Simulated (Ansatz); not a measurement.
## SrFeO3 (cubic perovskite) (Pm-3m): how robust is the cRPA U?

What does U in SrFeO3 (cubic perovskite) (Pm-3m) depend on besides the window?

Main program and level: Ansatz 0.2.0; constrained RPA on LDA, plane waves, PAW.

## (1) Starting point

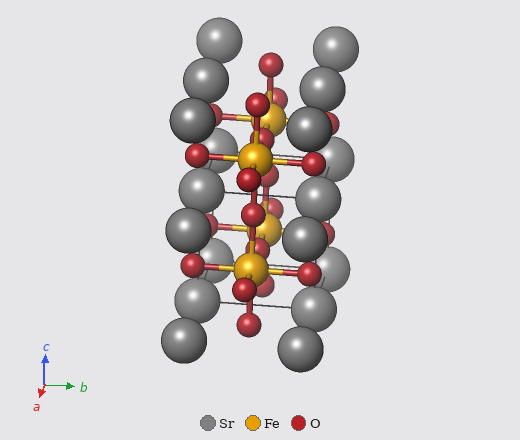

Start, viewed slightly off an axis; strontium grey, iron orange, oxygen red. 2×1×2 cells are drawn. Some periodic images of atoms are drawn too.

Structure file:

```cif
data_structure
_symmetry_space_group_name_H-M 'P 1'
_symmetry_Int_Tables_number 1
_cell_length_a 3.6965
_cell_length_b 3.6965
_cell_length_c 3.6965
_cell_angle_alpha 90.000
_cell_angle_beta 90.000
_cell_angle_gamma 90.000
_cell_volume 50.51
loop_
_atom_site_label
_atom_site_type_symbol
_atom_site_fract_x
_atom_site_fract_y
_atom_site_fract_z
_atom_site_occupancy
Sr1 Sr 0.00000 0.00000 0.00000 1
Fe2 Fe 0.50000 0.50000 0.50000 1
O3 O 0.50000 0.50000 0.00000 1
O4 O 0.50000 0.00000 0.50000 1
O5 O 0.00000 0.50000 0.50000 1
```

The structure was relaxed with LDA. The structure type comes from a generator and need not be one that this composition takes. The structure was generated from a model, not taken from a measurement. The runs that relaxed it are not among those shown. The program's search for lower electronic states was switched off, so nothing shows that the state found is the lowest. The default PAW set here is soft_2. Its files were made with PBE.

## (2) Base: Fe d + anion p, bands v11 to c3, 6×6×6 mesh, medium accuracy

Constrained RPA screens the interaction with every transition except those inside the target bands, which a later many-body model would treat itself.

File input.yaml:

```yaml
crystal:
  lattice:
    - [0.0, -3.69646055, 0.0]
    - [0.0, 0.0, 3.69646055]
    - [-3.69646055, 0.0, 0.0]
  atoms:
    - { symbol: Sr, position: [0.0, 0.0, 0.0] }
    - { symbol: Fe, position: [0.5, 0.5, 0.5] }
    - { symbol: O, position: [0.5, 0.5, 0.0] }
    - { symbol: O, position: [0.5, 0.0, 0.5] }
    - { symbol: O, position: [0.0, 0.5, 0.5] }
kpoints:
  mp_grid: { grid: [6, 6, 6] }
hamiltonian:
  xc: lda
scf:
  occupations: { method: gaussian, width: 0.08 }
  n_extra_bands: 19
  max_iter: 150
  lower_state_search: "off"
output:
  crpa:
    kmesh: [6, 6, 6]
    target_bands: [v11, c3]
    projections: [{ species: Fe, l: d, shell: 3 }, { species: O, l: p, shell: 2 }]
  local_orbitals:
    kmesh: [6, 6, 6]
    orbitals: [{ species: Fe, l: d, shell: 3 }, { species: O, l: p, shell: 2 }]
    window: { bands: [v11, c3] }
    seedname: lo
```

Launch:

```console
ansatz run input.yaml --threads 8 --pin off --max-ram 14745MiB --backend cpu --events-out ev --progress --plain --runs-dir out
```

Numbers of over 12 decimals in the logs are rounded to 6 here.

The log of the run:

```text
scf.n_extra_bands = 19 over 22 filled bands (N_el = 44.0): the run solves 41 bands
Engine: ansatz 0.2.0, aarch64-unknown-linux-gnu
Pseudopotentials: kind: paw
Pseudopotential: Sr, paw, valence charge 10, recommended cutoff 420 eV (normal), Sr.paw.azcp
Pseudopotential: Fe, paw, valence charge 16, recommended cutoff 420 eV (normal), Fe.paw.azcp
Pseudopotential: O, paw, valence charge 6, recommended cutoff 420 eV (normal), O.paw.azcp
Functional definition: SPW92
  exchange = slater_x
  correlation = pw_c
Crystal: 5 atoms, lattice volume = 50.508 Å³
Basis set: ecut = 420 eV, 1021 PW (Γ)
Bands: 41, of which v1, the nominal top of the filled ones, is band 22 counted from 1 (21 counted from 0)
Symmetry: 48 space group operations
Space group: Pm-3m (ITA 221), of the structure as read, at distance tolerance 3.7e-5 Å
k-points: 20 of 216
Non-local potential: Sr, projectors of the file, l = 0: 3, l = 1: 2, l = 2: 2
Non-local potential: Fe, projectors of the file, l = 0: 3, l = 1: 2, l = 2: 3, l = 3: 1
Non-local potential: O, projectors of the file, l = 0: 2, l = 1: 2, l = 2: 1
PAW form: soft (Blöchl's): semilocal exchange-correlation on the pseudo side does not see the compensation charge
PAW frozen core: Sr, regenerated for the run's functional, and the local potential with it (the file was generated under x = pbe(κ = 0.804, μ = 0.219515), c = pbe(β = 0.066725))
PAW frozen core: Fe, regenerated for the run's functional, and the local potential with it (the file was generated under x = pbe(κ = 0.804, μ = 0.219515), c = pbe(β = 0.066725))
PAW frozen core: O, regenerated for the run's functional, and the local potential with it (the file was generated under x = pbe(κ = 0.804, μ = 0.219515), c = pbe(β = 0.066725))
PAW one-centre angular grid: Sr, 110 points (default); XC on 64 Gauss nodes
PAW one-centre angular grid: Fe, 590 points (default); XC on 64 Gauss nodes
PAW one-centre angular grid: O, 110 points (default); XC on 64 Gauss nodes
Initial density: superposition of atomic densities (neutral atoms: chi_scale 0, normalization atom), corrected by the library's trained network
Initial wavefunctions: pseudopotential atomic-orbital guess
Functional: x = slater, c = lda
SCF iter   1: F=—  HF=-9532.560929 eV  |F-HF|=—  |Δ(HF+E_count)|=         —  Δρ=1.95e-2  dr2=1.57e-1  ethr=1.77e-3  ⟨swp⟩=7.5  Hψ=4057  notcnv=0  defer=163
preconditioner: auto → Kerker (q_TF=auto, 2.666 Å⁻¹)  [metal: Δε(μ)=0.036 eV  Ē_g=20.277 eV  σ=0.080 eV  W_gap=0.24  n_scr=18 (ndim 8)  ℏωp=30.5 eV  f_vac=0.000  D(μ)=4.97/eV (n_scr^D=80)]
SCF iter   2: F=—  HF=-9532.530663 eV  |F-HF|=—  |Δ(HF+E_count)|=   3.03e-2  Δρ=1.10e-2  dr2=5.85e-2  ethr=3.56e-4  ⟨swp⟩=1.9  Hψ=1086  notcnv=0  defer=201
[...]
--- Per-component energies (eV) ---
  E_band       = -288.399614
  E_kinetic    = 1124.596131
  E_local      = -4169.510924  (includes V_loc(G=0)·N_el)
  E_nonlocal   = 572.776540
  E_hartree    = 1610.914191
  E_xc         = -509.860542
  E_vxc        = -597.872987  (∫ρ·V_xc dr)
  E_paw        = -4337.175051  (= ΣΔE_a)
  E_vpaw       = -440.220269  (= ΣTr[D̂ρ^β])
  E_aug_tail   = 0.008425  (compensation charges beyond the density's cutoff)
  E_ewald      = -3825.237502
  E_core_change = 0.986436  (= ΣΔE_core)
  E_smearing   = -0.014464  (= −TS)
  E_closure    = -0.000000  (closes the sum)
  Σ components = -9532.516760   (vs F -9532.516760, Δ=0.00e0)
--- Band table (eV; the first three rows and the last of 20) ---
  k-point 0: bands = [... 18 lower, 10.4127, 10.4127, 11.1201, 11.1201, 11.1201, 12.0143, 12.0143, 17.3022, ... 15 higher]
  k-point 1: bands = [... 18 lower, 10.4276, 10.6954, 10.6954, 11.6087, 11.6087, 12.0228, 13.1007, 17.8447, ... 15 higher]
  k-point 2: bands = [... 18 lower, 10.4576, 10.5495, 10.5495, 12.0330, 12.3640, 12.3640, 14.1897, 19.0265, ... 15 higher]
  k-point 19: bands = [... 18 lower, 11.5892, 11.5892, 12.9103, 12.9103, 12.9103, 16.7154, 16.7154, 19.4113, ... 15 higher]
--- cRPA (band scheme, projected local orbitals): target bands 12..25 (1-based), 14 Wannier function(s), 6×6×6 mesh, 50 bands' worth read of 55 solved, ecut_chi 136.0 eV, v(q+G=0) probe_charge, pair densities all_electron ---
  bands read: the sum over 50 bands ends inside a degenerate multiplet in 13 slots, whose members it reads at an even weight; the widest, k=129: bands 49 to 51 (counted from 1) at 2/3 each
  χ-basis size per q: N_G = 160..192
  window electrons = 22.0000, filled by tetrahedron_uncorrected; constrained ε̄⁻¹(q = 0, 0) head = 0.346318; min gauge Gram eig = 0.7854
  Kanamori averages over each shell's own Wannier functions (sites counted from 0, functions from 1):
  Each shell's averages of U are screened by what lies outside the whole window alone: parameters of one model of all the shells.
    Site 1, 3D, 5 of 5 d orbitals (Wannier functions 1, 2, 3, 4, 5; wannier90's mr 1, 2, 3, 4, 5):
      screened: U = 11.0534 eV, U' = 9.5929 eV, J = 0.7342 eV
      screened, to within: U = 2.3e-2 eV, U' = 2.3e-2 eV, J = 1.1e-3 eV
      bare: V = 24.6645 eV, V' = 22.9007 eV, J = 0.8705 eV
    Site 2, 2P, 3 of 3 p orbitals (Wannier functions 6, 7, 8; wannier90's mr 1, 2, 3):
      screened: U = 7.7367 eV, U' = 6.2910 eV, J = 0.7212 eV
      screened, to within: U = 9.9e-3 eV, U' = 9.9e-3 eV, J = 9.2e-4 eV
      bare: V = 19.1026 eV, V' = 17.2623 eV, J = 0.9152 eV
    Site 3, 2P, 3 of 3 p orbitals (Wannier functions 9, 10, 11; wannier90's mr 1, 2, 3):
      screened: U = 7.7367 eV, U' = 6.2910 eV, J = 0.7212 eV
      screened, to within: U = 9.9e-3 eV, U' = 9.9e-3 eV, J = 9.2e-4 eV
      bare: V = 19.1026 eV, V' = 17.2623 eV, J = 0.9152 eV
    Site 4, 2P, 3 of 3 p orbitals (Wannier functions 12, 13, 14; wannier90's mr 1, 2, 3):
      screened: U = 7.7367 eV, U' = 6.2910 eV, J = 0.7212 eV
      screened, to within: U = 9.9e-3 eV, U' = 9.9e-3 eV, J = 9.2e-4 eV
      bare: V = 19.1026 eV, V' = 17.2623 eV, J = 0.9152 eV
  Hermiticity witness max|P − P†| over intra, direct and exchange elements: 7.11e-15 eV (screened), 8.88e-16 eV (bare)
  Reality witness max|Im| over intra, direct and exchange elements: 1.86e-9 eV (screened), 1.15e-9 eV (bare)
[key lines of the parts left out:]
SCF converged after 7 iterations
Free energy (F): -9532.516760 eV
Fermi energy:    12.418042 eV
```

Wall time 11 min (8 threads of Arm Neoverse V2, shared host); peak memory 0.91 GiB.

This step gave:

```
U                                                 : 11.05 eV
U prime (inter-orbital)                           : 9.593 eV
J                                                 : 0.7342 eV
bare V                                            : 24.66 eV
bare J                                            : 0.8705 eV
stated bound on U                                 : 0.02224 eV
U over bare V                                     : 0.4481
electrons in the window                           : 22.00
head of the constrained inverse dielectric matrix : 0.3463
least eigenvalue of the projection's overlap      : 0.7854
target functions                                  : 14
bands in the sums                                 : 50
r.m.s. miss of the model bands                    : 2.84e-4 eV
width of the target bands                         : 11.97 eV
weight of the projected orbitals in the window    : 0.9506
```

On the Fe d shell, screening brings the on-site interaction from 24.7 eV down to U = 11.05 eV.

## (3) Changed: 4×4×4 mesh

input.yaml, the sections that differ from step 2:

```yaml
output:
  crpa:
    kmesh: [4, 4, 4]
    target_bands: [v11, c3]
    projections: [{ species: Fe, l: d, shell: 3 }, { species: O, l: p, shell: 2 }]
# crystal, kpoints, hamiltonian, scf: as in step 2
```

The log of the run:

```text
[...]
Crystal: 5 atoms, lattice volume = 50.508 Å³
Basis set: ecut = 420 eV, 1021 PW (Γ)
Bands: 41, of which v1, the nominal top of the filled ones, is band 22 counted from 1 (21 counted from 0)
Symmetry: 48 space group operations
[...]
k-points: 20 of 216
[...]
SCF iter   1: F=—  HF=-9532.560929 eV  |F-HF|=—  |Δ(HF+E_count)|=         —  Δρ=1.95e-2  dr2=1.57e-1  ethr=1.77e-3  ⟨swp⟩=7.5  Hψ=4057  notcnv=0  defer=163
[...]
SCF iter   7: F=-9532.516760 eV  HF=-9532.516760 eV  |F-HF|=4.23e-9  |Δ(HF+E_count)|=   3.35e-7  Δρ=7.36e-6  dr2=1.38e-8  ethr=2.27e-10  ⟨swp⟩=9.9  Hψ=4392  notcnv=0
SCF 1 converged in 7 iterations: F = -9532.516760 eV  dr2 = 1.38e-8
[...]
NSCF: frozen V_eff on 10 k-points
[...]
cRPA screening: q 1/64
cRPA screening: q 2/64
cRPA screening: q 8/64 (q-point 3)
cRPA screening: q 11/64 (q-point 6)
cRPA screening: q 17/64 (q-point 7)
[...]
χ-basis size per q: N_G = 160..192
[...]
screened: U = 11.0824 eV, U' = 9.6210 eV, J = 0.7340 eV
      screened, to within: U = 2.2e-2 eV, U' = 2.2e-2 eV, J = 1.1e-3 eV
      bare: V = 24.6718 eV, V' = 22.9079 eV, J = 0.8705 eV
    Site 2, 2P, 3 of 3 p orbitals (Wannier functions 6, 7, 8; wannier90's mr 1, 2, 3):
      screened: U = 7.7463 eV, U' = 6.3006 eV, J = 0.7212 eV
      screened, to within: U = 9.8e-3 eV, U' = 9.7e-3 eV, J = 9.2e-4 eV
      bare: V = 19.1159 eV, V' = 17.2755 eV, J = 0.9153 eV
    Site 3, 2P, 3 of 3 p orbitals (Wannier functions 9, 10, 11; wannier90's mr 1, 2, 3):
      screened: U = 7.7463 eV, U' = 6.3006 eV, J = 0.7212 eV
      screened, to within: U = 9.8e-3 eV, U' = 9.7e-3 eV, J = 9.2e-4 eV
      bare: V = 19.1159 eV, V' = 17.2755 eV, J = 0.9153 eV
    Site 4, 2P, 3 of 3 p orbitals (Wannier functions 12, 13, 14; wannier90's mr 1, 2, 3):
      screened: U = 7.7463 eV, U' = 6.3006 eV, J = 0.7212 eV
      screened, to within: U = 9.8e-3 eV, U' = 9.7e-3 eV, J = 9.2e-4 eV
      bare: V = 19.1159 eV, V' = 17.2755 eV, J = 0.9153 eV
[...]
[key lines of the parts left out:]
SCF converged after 7 iterations
Free energy (F): -9532.516760 eV
Fermi energy:    12.418042 eV
```

Run time: 84 s. Hardware: 8 threads; peak memory 0.72 GiB; 10 min of CPU time.

Numbers from this step:

| Property | Result |
| --- | --- |
| U | 11.08 eV |
| U prime (inter-orbital) | 9.621 eV |
| J | 0.7340 eV |
| bare V | 24.67 eV |
| bare J | 0.8705 eV |
| stated bound on U | 0.02171 eV |
| U over bare V | 0.4492 |
| electrons in the window | 22.00 |
| head of the constrained inverse dielectric matrix | 0.3474 |
| least eigenvalue of the projection's overlap | 0.7854 |
| target functions | 14 |
| bands in the sums | 50 |
| width of the target bands | 11.97 eV |
| weight of the projected orbitals in the window | 0.9506 |

On the Fe d shell, screening brings the on-site interaction from 24.7 eV down to U = 11.08 eV.

## (4) Changed: 2×2×2 mesh

input.yaml, as its differences from that of step 3:

```diff
@@ -22,3 +22,3 @@
   crpa:
-    kmesh: [4, 4, 4]
+    kmesh: [2, 2, 2]
     target_bands: [v11, c3]
```

The log of the run:

```text
[...]
Crystal: 5 atoms, lattice volume = 50.508 Å³
Basis set: ecut = 420 eV, 1021 PW (Γ)
Bands: 41, of which v1, the nominal top of the filled ones, is band 22 counted from 1 (21 counted from 0)
Symmetry: 48 space group operations
[...]
k-points: 20 of 216
[...]
screened: U = 7.7520 eV, U' = 6.2966 eV, J = 0.7251 eV
      screened, to within: U = 9.0e-3 eV, U' = 9.0e-3 eV, J = 9.8e-4 eV
      bare: V = 19.3240 eV, V' = 17.4724 eV, J = 0.9194 eV
    Site 4, 2P, 3 of 3 p orbitals (Wannier functions 12, 13, 14; wannier90's mr 1, 2, 3):
      screened: U = 7.7520 eV, U' = 6.2966 eV, J = 0.7251 eV
      screened, to within: U = 9.0e-3 eV, U' = 9.0e-3 eV, J = 9.8e-4 eV
      bare: V = 19.3240 eV, V' = 17.4724 eV, J = 0.9194 eV
[...]
[key lines of the parts left out:]
SCF converged after 7 iterations
Free energy (F): -9532.516760 eV
Fermi energy:    12.418042 eV
```

Run time: 8 s. Hardware: 8 threads; peak memory 0.63 GiB.

This step gave:

* U: 11.19 eV
* U prime (inter-orbital): 9.722 eV
* J: 0.7355 eV
* bare V: 24.78 eV
* bare J: 0.8726 eV
* stated bound on U: 0.01479 eV
* U over bare V: 0.4516
* electrons in the window: 22
* head of the constrained inverse dielectric matrix: 0.3315
* least eigenvalue of the projection's overlap: 0.7854
* target functions: 14
* bands in the sums: 50
* width of the target bands: 11.97 eV
* weight of the projected orbitals in the window: 0.9506

On the Fe d shell, screening brings the on-site interaction from 24.8 eV down to U = 11.19 eV.

## (5) Changed: sums over states

input.yaml, as its differences from that of step 4:

```diff
@@ -22,4 +22,7 @@
   crpa:
-    kmesh: [2, 2, 2]
+    kmesh: [6, 6, 6]
     target_bands: [v11, c3]
     projections: [{ species: Fe, l: d, shell: 3 }, { species: O, l: p, shell: 2 }]
+    accuracy: sum_over_states
+    n_empty_bands: 88
+    ecut_chi: 136
```

The log of the run:

```text
[...]
Crystal: 5 atoms, lattice volume = 50.508 Å³
Basis set: ecut = 420 eV, 1021 PW (Γ)
Bands: 41, of which v1, the nominal top of the filled ones, is band 22 counted from 1 (21 counted from 0)
Symmetry: 48 space group operations
[...]
k-points: 20 of 216
[...]
screened: U = 7.8402 eV, U' = 6.2957 eV, J = 0.7699 eV
      bare: V = 19.1026 eV, V' = 17.2623 eV, J = 0.9152 eV
    Site 3, 2P, 3 of 3 p orbitals (Wannier functions 9, 10, 11; wannier90's mr 1, 2, 3):
      screened: U = 7.8402 eV, U' = 6.2957 eV, J = 0.7699 eV
      bare: V = 19.1026 eV, V' = 17.2623 eV, J = 0.9152 eV
    Site 4, 2P, 3 of 3 p orbitals (Wannier functions 12, 13, 14; wannier90's mr 1, 2, 3):
      screened: U = 7.8402 eV, U' = 6.2957 eV, J = 0.7699 eV
      bare: V = 19.1026 eV, V' = 17.2623 eV, J = 0.9152 eV
[...]
[key lines of the parts left out:]
SCF converged after 7 iterations
Free energy (F): -9532.516760 eV
Fermi energy:    12.418042 eV
```

The job ended after 49 s (8 threads; peak memory 1.1 GiB).

This variant gives U = 11.20 eV against 11.05 eV. It is a finite sum over empty states with no bound on its error and stays out of the table below.

## (6) Changed: accuracy low

input.yaml, as its differences from that of step 5:

```diff
@@ -25,4 +25,2 @@
     projections: [{ species: Fe, l: d, shell: 3 }, { species: O, l: p, shell: 2 }]
-    accuracy: sum_over_states
-    n_empty_bands: 88
-    ecut_chi: 136
+    accuracy: low
```

The log of the run:

```text
[...]
Crystal: 5 atoms, lattice volume = 50.508 Å³
Basis set: ecut = 420 eV, 1021 PW (Γ)
Bands: 41, of which v1, the nominal top of the filled ones, is band 22 counted from 1 (21 counted from 0)
Symmetry: 48 space group operations
[...]
k-points: 20 of 216
[...]
screened: U = 7.7060 eV, U' = 6.2654 eV, J = 0.7184 eV
      screened, to within: U = 1.5e-1 eV, U' = 1.5e-1 eV, J = 1.6e-2 eV
      bare: V = 19.1026 eV, V' = 17.2623 eV, J = 0.9152 eV
    Site 4, 2P, 3 of 3 p orbitals (Wannier functions 12, 13, 14; wannier90's mr 1, 2, 3):
      screened: U = 7.7060 eV, U' = 6.2654 eV, J = 0.7184 eV
      screened, to within: U = 1.5e-1 eV, U' = 1.5e-1 eV, J = 1.6e-2 eV
      bare: V = 19.1026 eV, V' = 17.2623 eV, J = 0.9152 eV
[...]
[key lines of the parts left out:]
SCF converged after 7 iterations
Free energy (F): -9532.516760 eV
Fermi energy:    12.418042 eV
```

Elapsed: 4.7 min, on 8 threads; peak memory 0.86 GiB.

This step gave:

- U: 10.93 eV
- U prime (inter-orbital): 9.481 eV
- J: 0.7304 eV
- bare V: 24.66 eV
- bare J: 0.8705 eV
- stated bound on U: 0.4071 eV
- U over bare V: 0.4433
- electrons in the window: 22.00
- head of the constrained inverse dielectric matrix: 0.3463
- least eigenvalue of the projection's overlap: 0.7854
- target functions: 14
- bands in the sums: 50
- width of the target bands: 11.97 eV
- weight of the projected orbitals in the window: 0.9506

On the Fe d shell, screening brings the on-site interaction from 24.7 eV down to U = 10.93 eV.

## (7) Changed: r2SCAN

This step: constrained RPA on r2SCAN, plane waves, PAW.

input.yaml, as its differences from that of step 6:

```diff
@@ -14,3 +14,3 @@
 hamiltonian:
-  xc: lda
+  xc: r2scan
 scf:
@@ -25,2 +25 @@
     projections: [{ species: Fe, l: d, shell: 3 }, { species: O, l: p, shell: 2 }]
-    accuracy: low
```

The log of the run:

```text
[...]
Crystal: 5 atoms, lattice volume = 50.508 Å³
Basis set: ecut = 500 eV, 1309 PW (Γ), exchange–correlation on 108×108×108 points (64 copies of the dense FFT grid, shifted against one another)
Bands: 41, of which v1, the nominal top of the filled ones, is band 22 counted from 1 (21 counted from 0)
Symmetry: 48 space group operations
[...]
k-points: 20 of 216
[...]
screened: U = 8.3335 eV, U' = 6.8569 eV, J = 0.7383 eV
      screened, to within: U = 1.1e-2 eV, U' = 1.1e-2 eV, J = 9.9e-4 eV
      bare: V = 19.2368 eV, V' = 17.3748 eV, J = 0.9284 eV
    Site 4, 2P, 3 of 3 p orbitals (Wannier functions 12, 13, 14; wannier90's mr 1, 2, 3):
      screened: U = 8.3335 eV, U' = 6.8569 eV, J = 0.7383 eV
      screened, to within: U = 1.1e-2 eV, U' = 1.1e-2 eV, J = 9.9e-4 eV
      bare: V = 19.2368 eV, V' = 17.3748 eV, J = 0.9284 eV
[...]
[key lines of the parts left out:]
SCF converged after 10 iterations
Free energy (F): -9748.628775 eV
Fermi energy:    12.323704 eV
```

Wall time 14 min (8 threads); peak memory 1.1 GiB; 1.8 h of CPU time.

This step gave:

```yaml
u: 11.85 eV
u_prime_inter_orbital: 10.36 eV
j: 0.7526 eV
bare_v: 24.97 eV
bare_j: 0.8873 eV
stated_bound_on_u: 0.02084 eV
u_over_bare_v: 0.4746
electrons_in_the_window: 22.00
head_of_the_constrained_inverse_dielectric_matrix: 0.3765
least_eigenvalue_of_the_projection_s_overlap: 0.7962
target_functions: 14
bands_in_the_sums: 50
width_of_the_target_bands: 12.51 eV
weight_of_the_projected_orbitals_in_the_window: 0.9545
```

On the Fe d shell, screening brings the on-site interaction from 25.0 eV down to U = 11.85 eV.

## (8) Side by side

Times are wall times on 8 threads of Arm Neoverse V2, shared host, good to a factor of about two.

```csv
run,bare V (eV),U (eV),J (eV),bound on U (eV),width (eV),time
target window,24.66,11.053,0.734,0.0222,11.97,11 min
4×4×4 mesh,24.67,11.082,0.734,0.0217,11.97,84 s
2×2×2 mesh,24.78,11.191,0.735,0.0148,11.97,8 s
accuracy low,24.66,10.933,0.730,0.4071,11.97,4.7 min
r2SCAN,24.97,11.848,0.753,0.0208,12.51,14 min
```

## (9) What came out

| Property | Result |
| --- | --- |
| target window | U 11.05 eV, J 0.73 eV |
| 4×4×4 mesh | U 11.08 eV, J 0.73 eV |
| 2×2×2 mesh | U 11.19 eV, J 0.74 eV |
| accuracy low | U 10.93 eV, J 0.73 eV |
| r2SCAN | U 11.85 eV, J 0.75 eV |

4×4×4 mesh moves U by +0.03 eV (within the solver's bounds, for the mean over orbitals) at 0.12 times the time. 2×2×2 mesh moves U by +0.14 eV at 0.012 times the time. Accuracy low moves U by −0.12 eV (within the solver's bounds, for the mean over orbitals) at 0.42 times the time. r2SCAN moves U by +0.79 eV. The printed bound covers the solver alone, not the mesh, and no denser mesh than the base was run. The parent state is non-magnetic and the interaction static (zero frequency); U depends on the window and the orbitals, so it belongs to this model alone. A window that holds the anion p bands defines a model with explicit ligands; its U belongs to that model and is not the U of DFT+U.

[Paths, hosts, dates, memory and timing lines, banners, echoed tables and standing remarks are left out of the program output.]

[Logs are printed without paths, hosts, clocks, repeated set-up lines and the standing remarks that a program may print on its own settings, such as how far it seeks lower states.]

[Runs of the session that timed out or met a known fault of the program may be left out.]

[Hosts, paths, dates, database ids (printed as entryN), source tags and the programs' standing remarks are cut or masked in the printed files.]
